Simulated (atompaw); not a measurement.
# Hf, PAW (atompaw): a sweep of the scale of all radii

One potential is built and tested. Then the scale of all radii is changed, to learn what it costs or gains.

The numbers are computed with atompaw 4.2.0.5 (PBE, scalar-relativistic, spin-unpolarised reference atom).

## (1) Starting point

The settings as typed:

```json
{
 "element": "hafnium (Hf, Z = 72)",
 "type": "PAW",
 "frozen core": "[Kr] 4d10",
 "valence charge": "26",
 "reference configuration": "4f14 5s2 5p6 5d2 6s2 6p0",
 "partial waves": "5s (bound); 6s (bound); 5p (bound); 6p (bound, empty); 5d (bound); 5d channel at 3.95 Ry; 4f (bound); 4f channel at -0.8 Ry",
 "local potential": "bessel scheme, radius 1.55 bohr",
 "core correction": "smooth core density matched at 2.00 bohr",
 "augmentation charge": "sinc compensation charge, radius 1.85 bohr; PAW radius 2.10 bohr; waves and projectors: bloechl"
}
```

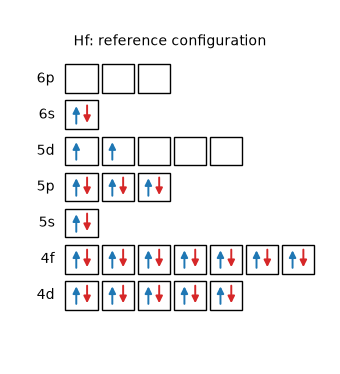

The outer shells as boxes. The arrows follow Hund's rule for the drawing; the calculation itself is spin-unpolarised.

The nodes and maxima of the atom's own shells, from an earlier all-electron run, set the scale for the radii.

All-electron outer shells of the reference configuration (PBE, scalar-relativistic, ld1.x):

```
shell  level (eV)  outermost node (bohr)  outermost maximum (bohr)
   4p     -379.08                   0.25                      0.46
   4d     -206.67                   0.23                      0.47
   5s      -67.02                   0.55                      1.01
   5p      -35.57                   0.60                      1.16
   4f      -16.83                      –                      0.45
   6s       -5.11                   1.37                      2.89
   5d       -2.69                   0.67                      1.69
   6p       -1.40                   1.66                      4.05
```

## (2) The first potential

Hf.input

```
Hf 72
GGA-PBE scalarrelativistic loggrid 2001 logderivrange -7 5 301
6 6 5 4 0 0
6 1 0
5 2 2
0 0 0
c
c
c
c
v
v
c
c
c
v
v
c
c
v
v
3
2.10 1.85 1.55 2.00
n
n
y
3.95
n
y
-0.8
n
bloechl sinc
bessel
PWSCFOUT
UPFDX 0.0125d0 UPFXMIN -7.d0 UPFZMESH 72.d0
END
```

Started as:

```sh
$ atompaw < Hf.input > Hf.log
```

Output in the file Hf (summary file):

```text
 Completed calculations for Hf (AE)

 Exchange-correlation type: GGA, Perdew-Burke-Ernzerhof

 Radial integration grid is logarithmic 
 r0 =   9.4764859E-05 h =   6.8230699E-03   n =      2001 rmax =   8.0000000E+01

 Scalar relativistic calculation

 AEatom converged in  46 iterations
   nz     =  72.00
   delta  =       9.749537529711E-16

 All Electron Orbital energies:         
  n  l      occupancy      energy
  1  0      2.0000000E+00 -4.7986116E+03
  2  0      2.0000000E+00 -8.2064564E+02
  3  0      2.0000000E+00 -1.8698695E+02
  4  0      2.0000000E+00 -3.7671685E+01
  5  0      2.0000000E+00 -4.9255972E+00
  6  0      2.0000000E+00 -3.7546368E-01
  2  1      6.0000000E+00 -7.2051572E+02
  3  1      6.0000000E+00 -1.5707857E+02
  4  1      6.0000000E+00 -2.7861738E+01
  5  1      6.0000000E+00 -2.6146407E+00
  6  1      0.0000000E+00 -1.0261138E-01
  3  2      1.0000000E+01 -1.2170310E+02
  4  2      1.0000000E+01 -1.5190003E+01
  5  2      2.0000000E+00 -1.9763436E-01
  4  3      1.4000000E+01 -1.2373206E+00

 Total energy
   Total                    :   -30156.43418632336397

 ---
 Completed calculations for Hf (SC)

 Exchange-correlation type: GGA, Perdew-Burke-Ernzerhof

 Radial integration grid is logarithmic 
 r0 =   9.4764859E-05 h =   6.8230699E-03   n =      2001 rmax =   8.0000000E+01

 Scalar relativistic calculation

 SCatom converged in   3 iterations
   nz     =  72.00
   delta  =       7.953953721482E-17

 Valence Electron Orbital energies:         
  n  l      occupancy      energy
   5  0      2.0000000E+00 -4.9255972E+00
   6  0      2.0000000E+00 -3.7546368E-01
   5  1      6.0000000E+00 -2.6146407E+00
   6  1      0.0000000E+00 -1.0261137E-01
   5  2      2.0000000E+00 -1.9763436E-01
   4  3      1.4000000E+01 -1.2373206E+00

 Total energy
   Total                    :   -30156.43418633326655
   Valence                  :    -1152.15143782494124

 PAW parameters: 
       lmax =            3
         rc =    2.1070452476132338     
        irc =         1468
   rc_shape =    1.8508445655013683     
    rc_vloc =    1.5499649253544445     
    rc_core =    2.0087706544523072     
   Vloc: truncated form - Vps(r)=A.sin(qr)/r for r<rc
   Projector type: Bloechl + Gram-Schmidt ortho.
   Sinc^2 compensation charge shape zeroed at   1.8508E+00

 Number of basis functions     8
 No.   n  nodes  l      Energy         Cp coeff         Occ
  1    5    4    0   -0.4925597E+01 -0.6561475E+00  0.2000000E+01
  2    6    5    0   -0.3754637E+00 -0.4379290E+01  0.2000000E+01
  3    5    3    1   -0.2614641E+01  0.1093596E+01  0.6000000E+01
  4    6    4    1   -0.1026114E+00  0.4442068E-01  0.0000000E+00
  5    5    2    2   -0.1976344E+00  0.1018892E+01  0.2000000E+01
  6  999    3    2    0.3950000E+01  0.9057804E+00  0.0000000E+00
  7    4    0    3   -0.1237321E+01  0.2520546E+02  0.1400000E+02
  8  999    1    3   -0.8000000E+00  0.3303541E+02  0.0000000E+00

 Eigenvalues of overlap operator (in the basis of projectors):
    1        3.21351464E-01
    2        4.34456161E-01
    3        8.84775116E-01
    4        2.91772015E+00
    5        3.09316135E+00
    6        4.72198683E+00
    7        1.30203210E+01
    8        9.43609092E+01

 Orbital leakage outside PAW augmentation regions
   orb  is_core?  %out_of_sphere
   1 0    T           0.00
   2 0    T           0.00
   3 0    T           0.00
   4 0    T           0.00
   5 0    F           1.74
   6 0    F          89.41
   2 1    T          -0.00
   3 1    T          -0.00
   4 1    T           0.00
   5 1    F           6.98
   6 1    F          97.23
   3 2    T           0.00
   4 2    T           0.00
   5 2    F          54.67
   4 3    F           0.66

 Summary of PAW energies
   Total valence energy     :  -1152.15143417819127
   Smooth energy            :     74.30810877244912
   One center               :  -1226.45954295064030
   Smooth kinetic           :     56.05784585622331
   Vloc energy              :     14.06950986388888
   Smooth exch-corr         :    -18.28841327720371
   One-center xc            :   -596.85721343839634
```

Wall time 16 s (1 thread, shared host).

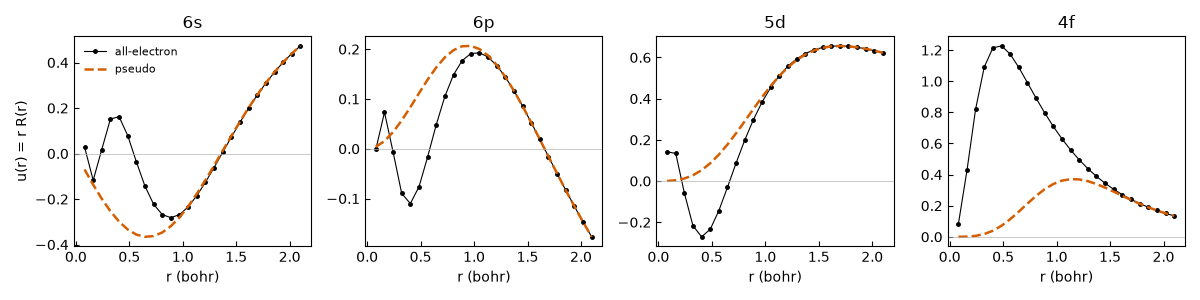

Bound waves of the atom and their pseudo partners (6s, 6p, 5d, 4f). The curves join 26 sampled radii, too few to resolve the innermost nodes.

## (3) Does it scatter like the atom?

Taken from the files of the generation run. The phase is arctan(r·u′/u) with u = r·R, unwrapped, with energies in Ry. A pole is an energy at which the radial function vanishes at the test radius. The pseudo phase is shifted by a multiple of π to meet the all-electron one at the reference energy. Levels narrower than the energy grid can be missing from the poles. The last column is the largest difference on the grid between −1 and +1 Ry.

```tsv
channel	radius (bohr)	reference (Ry)	poles AE	poles PS	window around the reference with phases within 0.05 rad (Ry)	largest difference near zero (rad)
s	2.11	-0.38	-4.66	-4.66	the whole range	0.005
p	2.11	-0.10	-1.97	-1.98	the whole range	0.000
d	2.11	-0.20	1.79	1.79	the whole range	0.000
f	2.11	-1.24	-1.18	-1.18	below 2.2	0.003
```

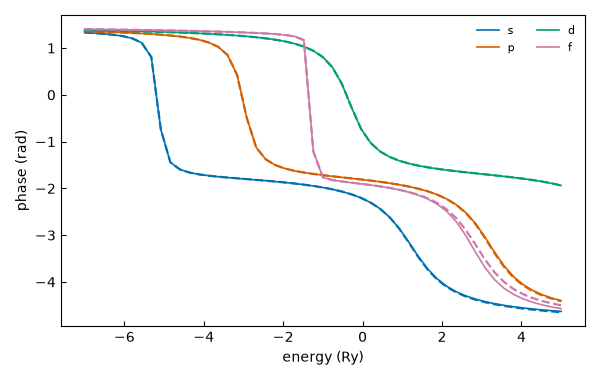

All-electron (solid) and pseudo (dashed) phases against energy.

## (4) Cutoff and ghost test in a Bessel basis

A separate test, outside the generator: the pseudo-atom's Hamiltonian at the reference potential is diagonalised in spherical Bessel functions j_l(qr) that vanish at 20 bohr, with q² up to the cutoff.

All-electron valence levels (Ry): 5s -4.9256, 6s -0.3755, 5p -2.6146, 6p -0.1026, 5d -0.1976, 4f -1.2373. The lowest levels of each channel (Ry) by cutoff; the last column sums, over occupied levels, occupation times the distance from the level at 400 Ry. A positive value at high cutoff is not a bound level.

| cutoff (Ry) | s #1 | s #2 | p #1 | p #2 | d #1 | f #1 | Σ f·Δε (mRy) |
| --- | --- | --- | --- | --- | --- | --- | --- |
| 8 | -4.7172 | -0.3529 | -2.1598 | -0.0725 | -0.0748 | 0.1024 | 22192.5 |
| 12 | -4.8887 | -0.3726 | -2.4697 | -0.0911 | -0.1465 | -0.4132 | 12589.7 |
| 21 | -4.9253 | -0.3754 | -2.6075 | -0.1018 | -0.1942 | -1.0583 | 2556.4 |
| 30 | -4.9256 | -0.3754 | -2.6145 | -0.1026 | -0.1975 | -1.1855 | 726.6 |
| 45 | -4.9256 | -0.3755 | -2.6146 | -0.1026 | -0.1976 | -1.2295 | 110.1 |
| 55 | -4.9256 | -0.3755 | -2.6146 | -0.1026 | -0.1976 | -1.2350 | 32.9 |
| 70 | -4.9256 | -0.3755 | -2.6146 | -0.1026 | -0.1976 | -1.2370 | 4.1 |
| 80 | -4.9256 | -0.3755 | -2.6146 | -0.1026 | -0.1976 | -1.2373 | 0.9 |
| 100 | -4.9256 | -0.3755 | -2.6146 | -0.1026 | -0.1976 | -1.2373 | 0.0 |
| 400 | -4.9256 | -0.3755 | -2.6146 | -0.1026 | -0.1976 | -1.2373 | 0.0 |

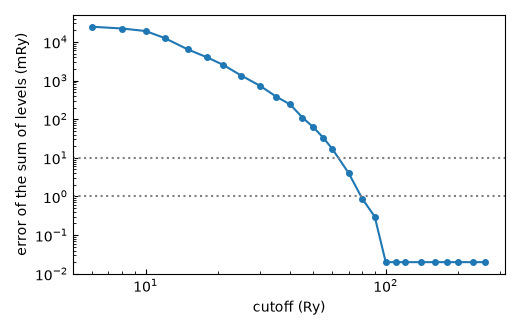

Occupation-weighted error of the valence levels against the cutoff; the dotted lines mark 10 and 1 mRy.

The sum stays within 10 mRy from 70 Ry and within 1 mRy from 80 Ry. The sum leaves out empty levels, which can need more. Ghost test: no level below the all-electron spectrum of its channel (s, p, d, f tested).

## (5) Changed: scale of all radii = 0.75

Edit Hf.input of step 2 so:

```diff
@@ -22,3 +22,3 @@
 3
-2.10 1.85 1.55 2.00
+1.56 1.38 1.16 1.50
 n
```

Started as:

```sh
$ atompaw < Hf.input > Hf.log
```

The output, the file Hf (summary file):

```text
 Completed calculations for Hf (AE)

 Exchange-correlation type: GGA, Perdew-Burke-Ernzerhof

 Radial integration grid is logarithmic 
 r0 =   9.4764859E-05 h =   6.8230699E-03   n =      2001 rmax =   8.0000000E+01

 Scalar relativistic calculation

 AEatom converged in  46 iterations
   nz     =  72.00
   delta  =       9.749537529711E-16

[... all-electron levels as in step 2 ...]

 Total energy
   Total                    :   -30156.43418632336397

 ---
 Completed calculations for Hf (SC)

 Exchange-correlation type: GGA, Perdew-Burke-Ernzerhof

 Radial integration grid is logarithmic 
 r0 =   9.4764859E-05 h =   6.8230699E-03   n =      2001 rmax =   8.0000000E+01

 Scalar relativistic calculation

 SCatom converged in   3 iterations
   nz     =  72.00
   delta  =       7.953953721482E-17

 Valence Electron Orbital energies:         
  n  l      occupancy      energy
   5  0      2.0000000E+00 -4.9255972E+00
   6  0      2.0000000E+00 -3.7546368E-01
   5  1      6.0000000E+00 -2.6146407E+00
   6  1      0.0000000E+00 -1.0261137E-01
   5  2      2.0000000E+00 -1.9763436E-01
   4  3      1.4000000E+01 -1.2373206E+00

 Total energy
   Total                    :   -30156.43418633326655
   Valence                  :    -1152.15143782494124

 PAW parameters: 
       lmax =            3
         rc =    1.5605772540676912     
        irc =         1424
   rc_shape =    1.3802057672923103     
    rc_vloc =    1.1637447964402610     
    rc_core =    1.5082323422078248     
   Vloc: truncated form - Vps(r)=A.sin(qr)/r for r<rc
   Projector type: Bloechl + Gram-Schmidt ortho.
   Sinc^2 compensation charge shape zeroed at   1.3802E+00

 Number of basis functions     8
 No.   n  nodes  l      Energy         Cp coeff         Occ
  1    5    4    0   -0.4925597E+01 -0.1377456E+02  0.2000000E+01
  2    6    5    0   -0.3754637E+00 -0.1834709E+02  0.2000000E+01
  3    5    3    1   -0.2614641E+01 -0.1176513E+02  0.6000000E+01
  4    6    4    1   -0.1026114E+00  0.3044321E+02  0.0000000E+00
  5    5    2    2   -0.1976344E+00 -0.1181466E+02  0.2000000E+01
  6  999    3    2    0.3950000E+01  0.4645002E+02  0.0000000E+00
  7    4    0    3   -0.1237321E+01  0.3784119E+02  0.1400000E+02
  8  999    1    3   -0.8000000E+00  0.4268111E+02  0.0000000E+00

 Eigenvalues of overlap operator (in the basis of projectors):
    1        5.42449682E-02
    2        6.16964908E-02
    3        6.44635296E-02
    4        4.40436894E-01
    5        4.28570354E+00
    6        5.81710667E+00
    7        3.41098952E+01
    8        5.04689537E+01

 Orbital leakage outside PAW augmentation regions
   orb  is_core?  %out_of_sphere
   1 0    T           0.00
   2 0    T           0.00
   3 0    T           0.00
   4 0    T           0.00
   5 0    F          12.98
   6 0    F          96.00
   2 1    T          -0.00
   3 1    T           0.00
   4 1    T           0.00
   5 1    F          28.17
   6 1    F          97.74
   3 2    T           0.00
   4 2    T           0.04
   5 2    F          77.50
   4 3    F           3.01

 Summary of PAW energies
   Total valence energy     :  -1152.15154089970520
   Smooth energy            :    186.96512590302149
   One center               :  -1339.11666680272674
   Smooth kinetic           :    103.44941562940372
   Vloc energy              :     17.54695391520993
   Smooth exch-corr         :    -22.73157327956786
   One-center xc            :   -592.41405343603219
```

Wall time 15 s (1 thread, shared host).

Compared with the first run, the loose cutoff goes from 70 Ry to 120 Ry and there is no bound ghost.

## (6) Variant: scale of all radii = 1.29

Edit Hf.input of step 5 so:

```diff
@@ -22,3 +22,3 @@
 3
-1.56 1.38 1.16 1.50
+2.70 2.38 2.00 2.58
 n
```

Started as:

```sh
$ atompaw < Hf.input > Hf.log
```

Output in the file Hf (summary file):

```text
 Completed calculations for Hf (AE)

 Exchange-correlation type: GGA, Perdew-Burke-Ernzerhof

 Radial integration grid is logarithmic 
 r0 =   9.4764859E-05 h =   6.8230699E-03   n =      2001 rmax =   8.0000000E+01

 Scalar relativistic calculation

 AEatom converged in  46 iterations
   nz     =  72.00
   delta  =       9.749537529711E-16

[... all-electron levels as in step 2 ...]

 Total energy
   Total                    :   -30156.43418632336397

 ---
 Completed calculations for Hf (SC)

 Exchange-correlation type: GGA, Perdew-Burke-Ernzerhof

 Radial integration grid is logarithmic 
 r0 =   9.4764859E-05 h =   6.8230699E-03   n =      2001 rmax =   8.0000000E+01

 Scalar relativistic calculation

 SCatom converged in   3 iterations
   nz     =  72.00
   delta  =       7.953953721482E-17

 Valence Electron Orbital energies:         
  n  l      occupancy      energy
   5  0      2.0000000E+00 -4.9255972E+00
   6  0      2.0000000E+00 -3.7546368E-01
   5  1      6.0000000E+00 -2.6146407E+00
   6  1      0.0000000E+00 -1.0261137E-01
   5  2      2.0000000E+00 -1.9763436E-01
   4  3      1.4000000E+01 -1.2373206E+00

 Total energy
   Total                    :   -30156.43418633326655
   Valence                  :    -1152.15143782494124

 PAW parameters: 
       lmax =            3
         rc =    2.7121731898223103     
        irc =         1505
   rc_shape =    2.3823968598459180     
    rc_vloc =    2.0087706544523072     
    rc_core =    2.5856761235561732     
   Vloc: truncated form - Vps(r)=A.sin(qr)/r for r<rc
   Projector type: Bloechl + Gram-Schmidt ortho.
   Sinc^2 compensation charge shape zeroed at   2.3824E+00

 Number of basis functions     8
 No.   n  nodes  l      Energy         Cp coeff         Occ
  1    5    4    0   -0.4925597E+01  0.4075423E+01  0.2000000E+01
  2    6    5    0   -0.3754637E+00  0.9089699E+00  0.2000000E+01
  3    5    3    1   -0.2614641E+01  0.4798113E+01  0.6000000E+01
  4    6    4    1   -0.1026114E+00  0.4409538E+01  0.0000000E+00
  5    5    2    2   -0.1976344E+00  0.3472271E+01  0.2000000E+01
  6  999    3    2    0.3950000E+01  0.4774116E+01  0.0000000E+00
  7    4    0    3   -0.1237321E+01  0.1830956E+02  0.1400000E+02
  8  999    1    3   -0.8000000E+00  0.2446039E+02  0.0000000E+00

 Eigenvalues of overlap operator (in the basis of projectors):
    1        5.54403713E-01
    2        6.60958025E-01
    3        1.43964404E+00
    4        2.78496541E+00
    5        4.07628553E+00
    6        5.01873180E+00
    7        1.03520139E+01
    8        3.43739978E+02

 Orbital leakage outside PAW augmentation regions
   orb  is_core?  %out_of_sphere
   1 0    T           0.00
   2 0    T           0.00
   3 0    T           0.00
   4 0    T           0.00
   5 0    F           0.15
   6 0    F          70.67
   2 1    T           0.00
   3 1    T           0.00
   4 1    T           0.00
   5 1    F           1.26
   6 1    F          92.54
   3 2    T          -0.00
   4 2    T           0.00
   5 2    F          34.69
   4 3    F           0.13

 Summary of PAW energies
   Total valence energy     :  -1152.15143514474585
   Smooth energy            :     30.30495378864742
   One center               :  -1182.45638893339333
   Smooth kinetic           :     30.91285111714682
   Vloc energy              :      6.02267264325141
   Smooth exch-corr         :    -11.61812225490060
   One-center xc            :   -603.52750446069945
```

It took 15 s on 1 thread, shared host.

Compared with the first run, the loose cutoff goes from 70 Ry to 35 Ry and there is no bound ghost.

## (7) Results

Cutoffs, loose and tight: the cutoffs (Ry, on a coarse ladder) from which the occupation-weighted sum of valence levels, in a spherical-Bessel basis at the reference potential, stays within 10 and 1 mRy of its value at 400 Ry; empty and scattering waves don't count. The number of plane waves in a given cell goes as the cutoff to the power 3/2; it is given for the loose cutoff, relative to the first potential. The phase difference is the largest within 1 Ry of zero, over the channels with partial waves. A dash means not determined. The table holds 7 more runs of the series, not printed above.

```tsv
scale of all radii	outcome	cutoff, loose	cutoff, tight	plane waves, relative	bound ghosts	phase difference near zero (rad)	lowest overlap eigenvalue (Bessel basis)
0.75	generated	120 Ry	160 Ry	2.24	none	0.001	0.011
0.83	failed: atompaw: terminating projector 1000	–	–	–	–	–	–
0.86	generated	90 Ry	110 Ry	1.46	none	0.001	0.381
0.93	generated	80 Ry	100 Ry	1.22	none	0.002	0.393
1 (first)	generated	70 Ry	80 Ry	1.00	none	0.005	0.409
1.04	generated	60 Ry	80 Ry	0.79	none	0.007	0.419
1.08	generated	55 Ry	70 Ry	0.70	none	0.007	0.433
1.17	generated	45 Ry	60 Ry	0.52	none	0.008	0.467
1.21	generated	45 Ry	55 Ry	0.52	none	0.010	0.485
1.29	generated	35 Ry	50 Ry	0.35	none	0.016	0.522
```

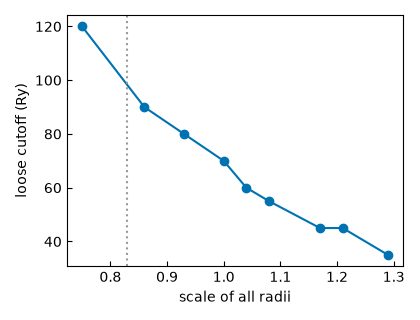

The series at a glance; dotted lines mark runs that failed.

What this shows: As the scale of all radii grows from 0.75 to 1.29, the loose cutoff falls from 120 Ry to 35 Ry. Generation fails at 0.83.

The first potential by itself. It counts as of middling hardness, with 70 Ry needed at the looser tolerance. The slowest occupied level is 4f: taken alone it needs 70 Ry to come within 1 mRy, against 30 Ry for 5p. It is free of bound ghosts as far as tested. Near zero energy the phases of the channels with partial waves agree within 0.005 rad.
